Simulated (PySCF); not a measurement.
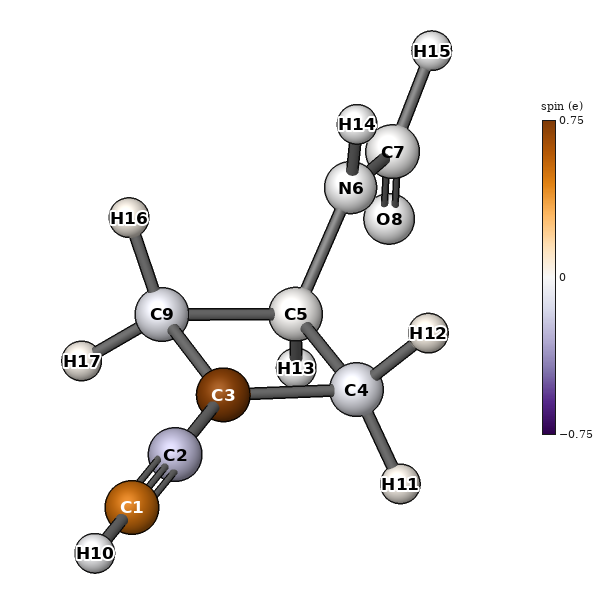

Atoms are coloured by their Mulliken spin populations. State: neutral, doublet. The geometry was computed by an optimisation with GFN2-xTB. No frequency run is at hand to confirm it as a minimum. Properties computed with UKS B3LYP, pcH-1 on C H N O, non-relativistic (PySCF 2.14.0).

List the Mulliken spin populations.

| atom | value (e) |
| --- | --- |
| C1 | 0.53 |
| C2 | −0.24 |
| C3 | 0.72 |
| C4 | −0.07 |
| C5 | 0.01 |
| N6 | 0.00 |
| C7 | 0.00 |
| O8 | 0.00 |
| C9 | −0.07 |
| H10 | −0.02 |
| H11 | 0.03 |
| H12 | 0.04 |
| H13 | 0.00 |
| H14 | 0.00 |
| H15 | 0.00 |
| H16 | 0.04 |
| H17 | 0.03 |

Mulliken values depend strongly on the basis set.
